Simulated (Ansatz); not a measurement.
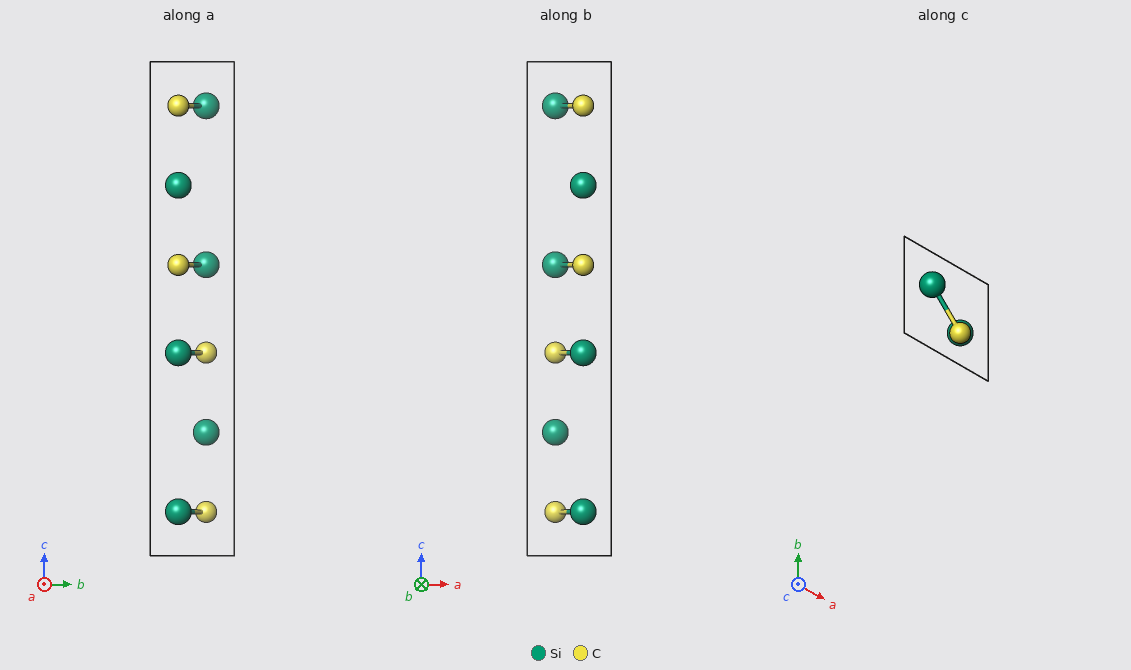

Structure drawing (ball-and-stick), viewed along the a axis, along the b axis and along the c axis. Thin lines show the conventional unit cell, with boundary atoms drawn in all their periodic places.

Lattice parameters: a = 3.114 Å, b = 3.114 Å, c = 15.930 Å, α = 90.00°, β = 90.00°, γ = 120.00°. Put a along x and b in the xy plane.

Question: Reconstruct the structure as a POSCAR file, with free fractional coordinates to two decimals.

Answer:
```
Si C
1.0
     3.114    0.000    0.000
    -1.557    2.697    0.000
     0.000    0.000   15.930
Si C
6 4
Direct
  0.3333 0.6667 0.25
  0.3333 0.6667 0.59
  0.3333 0.6667 0.91
  0.6667 0.3333 0.09
  0.6667 0.3333 0.41
  0.6667 0.3333 0.75
  0.3333 0.6667 0.09
  0.3333 0.6667 0.41
  0.6667 0.3333 0.59
  0.6667 0.3333 0.91
```

The initial geometry was a structure type filled with these elements by a generator (whether the compound takes this form wasn't checked). The geometry was optimised with DFT PBE, scalar-relativistic, plane waves, PAW (Ansatz 0.2.0).
